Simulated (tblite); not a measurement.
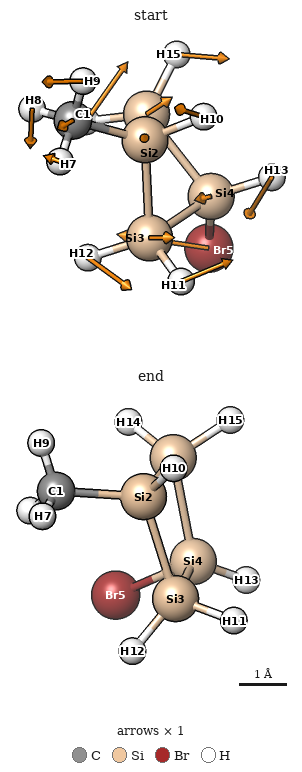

The structure of CH₉BrSi₄ before (top) and after (bottom) a relaxation, at one scale. The orange arrows give the displacements, at their true length.

Style: ball-and-stick. Shown from a free direction.

These are results of GFN2-xTB geometry optimisation, gas phase (tblite), not measurements. 

**Summarise the run.**

After 138 geometry steps the energy has fallen by 26.9 kcal/mol. The Br atom moves most after the best rigid fit: 2.05 Å. By element the largest moves are Br 2.05 Å, H 1.89 Å, Si 0.74 Å, C 0.57 Å. Some distances before and after: Si–Si 3.019 → 3.387 Å, Si–Si 2.994 → 3.301 Å, Si–Si 2.238 → 2.371 Å, C–Si 1.849 → 1.904 Å. Bond angles that change, for instance: Br–Si–H 117.5° → 97.8°, Si–Si–H 107.8° → 124.0°, H–Si–H 115.7° → 104.3°. Groups turn about Si–Si by about 50°, Si–Si by about 45°, C–Si by about 35°.
